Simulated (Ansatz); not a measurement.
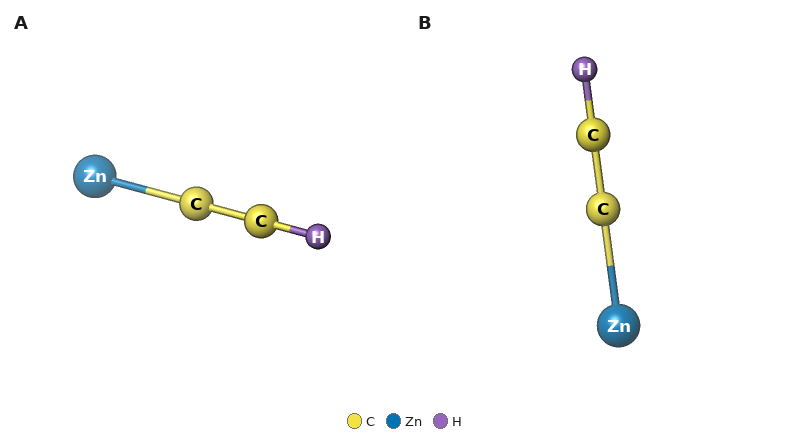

Atoms fade into the background with distance from the viewer. State: neutral, doublet. Computed geometry: PBE-D4/def2-SVP optimisation. No frequency run is at hand to confirm it as a minimum.

How are A and B related: the same structure turned, mirror images, conformers, diastereomers or constitutional isomers?

Answer. They are the same structure, C2HZn, seen from two directions. With point group C∞v it is achiral, so its mirror image would be the same too.
